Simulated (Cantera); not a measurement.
Charge: 1 mol TiO2, a varied amount of HCl, equilibrated at 1823.15 K and 2.50 Pa.

These are equilibrium values from Cantera (NASA tables, ideal gas, pure condensed phases), not measurements of a reactor. Candidate condensed phases: H2O, Ti, TiCl2, TiCl3, TiCl4, TiO, TiO2, Ti2O3, Ti3O5, Ti4O7; 23 gas species. Mutual solubility and eutectic melting of coexisting phases are not modelled. The tables' values for TiCl2, TiOCl are old estimates; treat these amounts as uncertain. Condensed phases not in the tables: Magnéli phases beyond Ti4O7. Rates play no part.

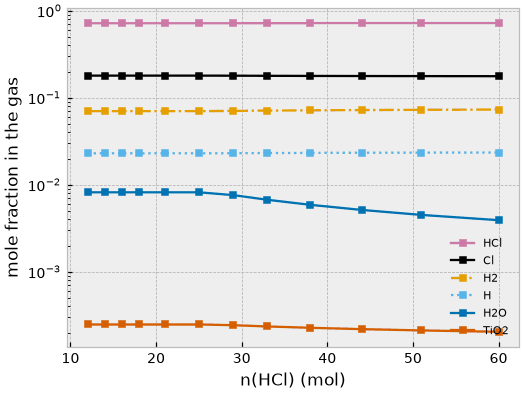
Fig. 1. Equilibrium gas composition (values under 1e-9 drawn at 1e-9)

Question: Read off the mole fractions at 51 mol HCl.

Answer: HCl about 0.72, Cl about 0.18, H2 about 0.073, H about 0.023, H2O about 0.0045, TiO2 about 0.00021.
